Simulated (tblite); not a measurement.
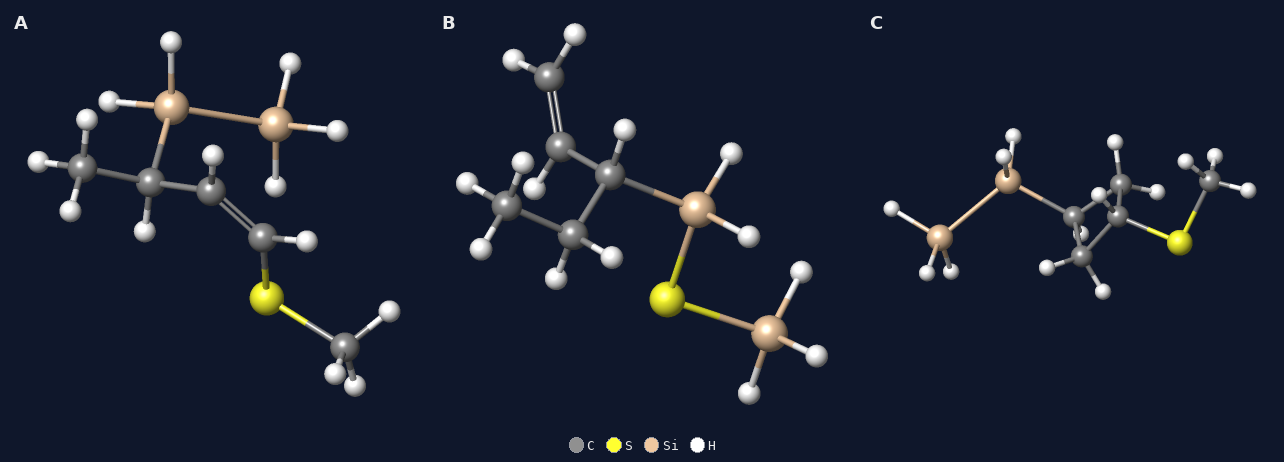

Figure made from data computed with tblite.

**Which panel belongs to which SMILES?**
(1) CS[C@H]1C[C@H]([SiH2][SiH3])C1
(2) C=C[C@@H](CC)[SiH2]S[SiH3]
(3) CS/C=C\[C@@H](C)[SiH2][SiH3]

A is (3), B is (2), C is (1).
